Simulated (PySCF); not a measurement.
## A study: C4H6ClGe, doublet, SMILES `ClC[CH]1C=[C][GeH2]1`

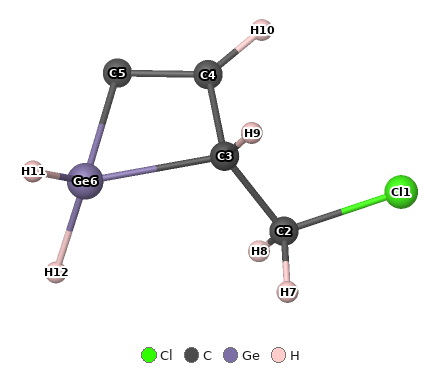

The molecule, with its atoms numbered as below. No frequency check shows the geometry to be a minimum.

Geometry (Å), atoms numbered from 1:

```
Cl1     -2.9645    0.0928    0.0120
C2      -1.3112    0.7272   -0.2859
C3      -0.2890   -0.0409    0.5038
C4      -0.1041   -1.4728    0.0432
C5       1.1502   -1.5480   -0.3662
Ge6      1.6584    0.3199    0.0045
H7      -1.3297    1.7802   -0.0008
H8      -1.1337    0.6353   -1.3582
H9      -0.4960   -0.0024    1.5744
H10     -0.8757   -2.2220    0.0643
H11      2.6158    0.6851    1.1194
H12      1.8704    1.3165   -1.1160
```

Part 1: Bonding charge

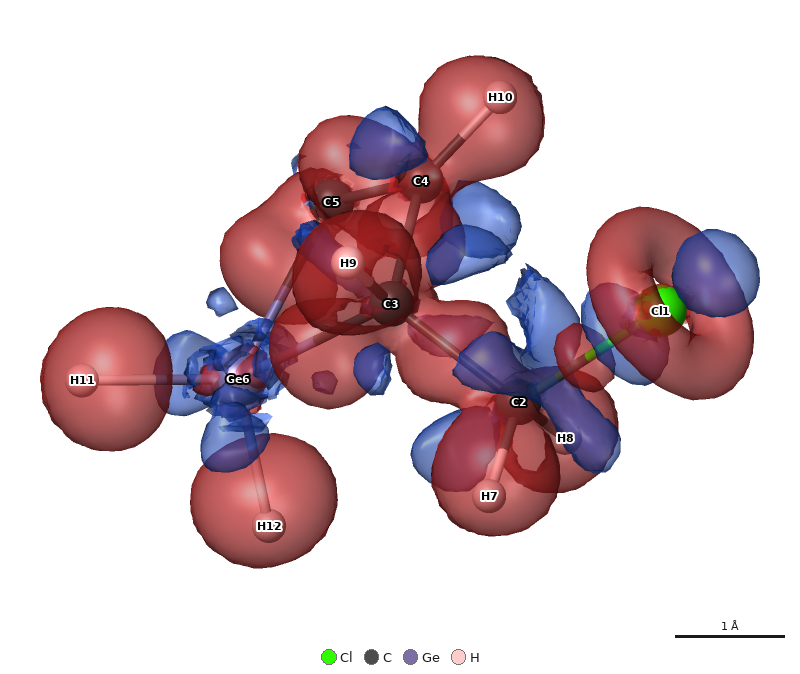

Deformation density (molecule less spherical, spin-averaged free atoms at the same positions), surfaces at ±0.07 e/Å³; red: gain, blue: loss.

Level of theory: PBE0/6-311G** (PySCF), at a geometry from GFN2-xTB. The stability of the open-shell solution wasn't checked. GFN2-xTB doesn't know the spin state, so this open-shell geometry is rough.

Q: Describe the bonding that the map shows.

A: The five largest and four smallest: C2–H8: +0.75 e/Å³ at the bond critical point (bond length 1.09 Å, Mayer order 0.9). C2–H7: +0.75 e/Å³ at the bond critical point (bond length 1.09 Å, Mayer order 0.9). C4–H10: +0.74 e/Å³ at the bond critical point (bond length 1.08 Å, Mayer order 0.9). C4–C5: +0.72 e/Å³ at the bond critical point (bond length 1.32 Å, Mayer order 1.8). C3–H9: +0.70 e/Å³ at the bond critical point (bond length 1.09 Å, Mayer order 0.9). Ge6–H12: +0.27 e/Å³ at the bond critical point (bond length 1.51 Å, Mayer order 0.9). Cl1–C2: +0.16 e/Å³ at the bond critical point (bond length 1.80 Å, Mayer order 1.0). C3–Ge6: +0.16 e/Å³ at the bond critical point (bond length 2.04 Å, Mayer order 0.9). C5–Ge6: +0.15 e/Å³ at the bond critical point (bond length 1.97 Å, Mayer order 1.0). In all, 2.8 electrons gather in the regions of gain relative to the promolecule. A small or negative value marks a very polar bond, one between electron-rich atoms, whose free-atom densities already overlap strongly, a long bond to a heavier atom, or a closed-shell contact such as a hydrogen bond.

Q: Where do the Hirshfeld charges lie?

A: The highest Hirshfeld charge is on Ge6 (+0.35 e), the lowest on C5 (−0.14 e).

Part 2: Local ionisation energy

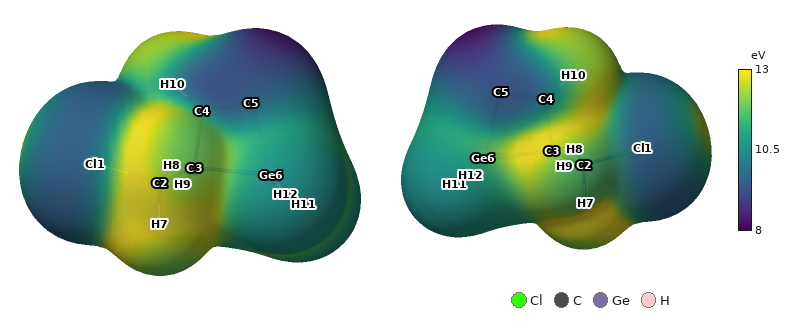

Average local ionisation energy on the surface of electron density 0.001 a.u. (back view left, front view right).

Q: Locate the minima of the map.

A: The lowest value is 8.2 eV, 2.0 Å from C5. Further minima include 9.5 eV, 2.2 Å from Cl1; 9.5 eV, 2.2 Å from Cl1; 10.5 eV, 1.5 Å from H12. For comparison, the highest occupied orbital lies at −6.6 eV.

Part 3: Spin density

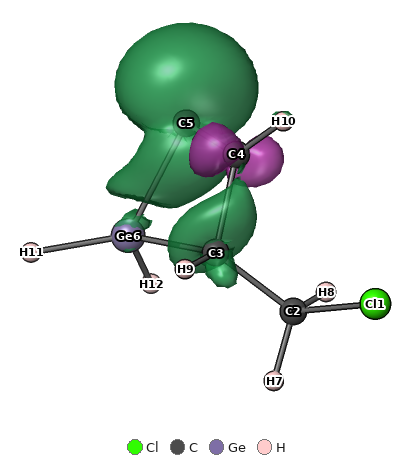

Spin density ρα − ρβ at ±0.03 e/Å³ (green: excess α, purple: excess β).

Q: Where is the unpaired spin?

A: Hirshfeld spin populations: C5 +0.77, Ge6 +0.10 and C3 +0.07. ⟨S²⟩ = 0.76, against 0.75 for a pure state. The picture also shows regions of β spin from spin polarisation; the Hirshfeld sums, whose atoms overlap, net them against the α spin of neighbours.

Part 4: Removing or adding an electron

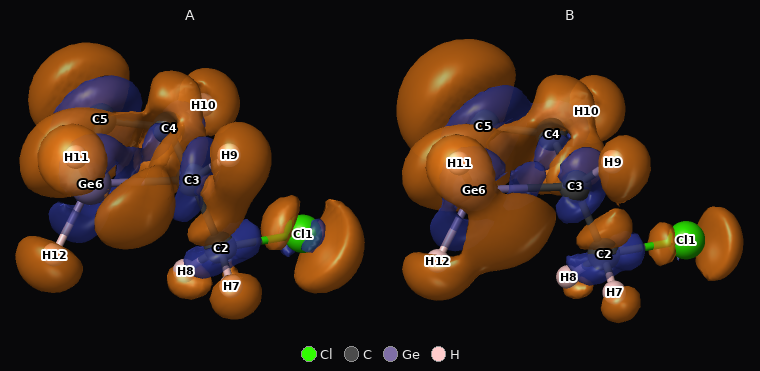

The two Fukui functions at ±0.015 e/Å³ (orange positive, blue negative).

PySCF calculation, PBE0/def2-SVP, gas phase; geometry: GFN2-xTB. GFN2-xTB doesn't know the spin state, so this open-shell geometry is rough.

Q: Which panel is f⁻ (electron removed) and which f⁺ (electron added)?

A: A is f⁻, B is f⁺. f⁻ (Hirshfeld-condensed) is largest on C5 (0.25) and Ge6 (0.18); the vertical ionisation energy is 8.51 eV (to the singlet cation, which needn't be its lowest state). f⁺ (Hirshfeld-condensed) is largest on C5 (0.33) and Ge6 (0.19); the vertical electron affinity is 0.41 eV (to the singlet anion, which needn't be its lowest state; the anion's highest orbital has positive energy, so this value and f⁺ depend on the basis).

The PySCF runs shown took 120 s and 3.2 min on 1 thread of Intel(R) Xeon(R) Processor @ 2.50GHz (Skylake/Cascade Lake), with other jobs on the host.
